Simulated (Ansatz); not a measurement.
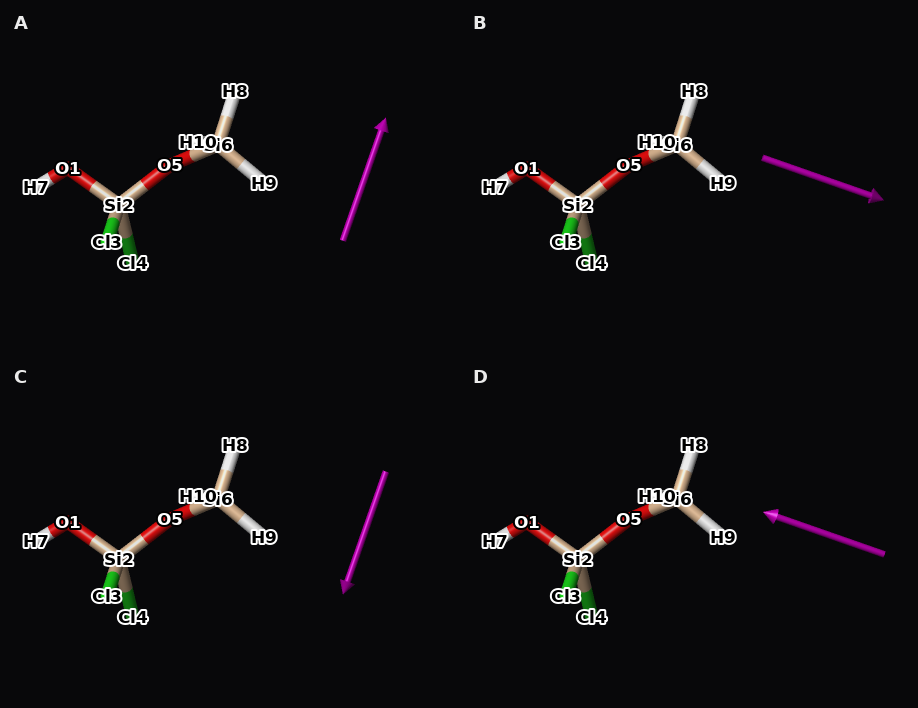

The same molecule four times, each with an arrow. The computed structure is the end point of a PBE-D4/def2-SVP optimisation. No frequency run is at hand to confirm it as a minimum. Method: RKS PBE-D4/def2-SVP (Ansatz 0.2.0).

### Which arrow points along the dipole moment, from the negative to the positive end?

D. The dipole moment is 0.65 D; it points from the side of H9 to the side of H7 (the outermost atoms at the two ends).
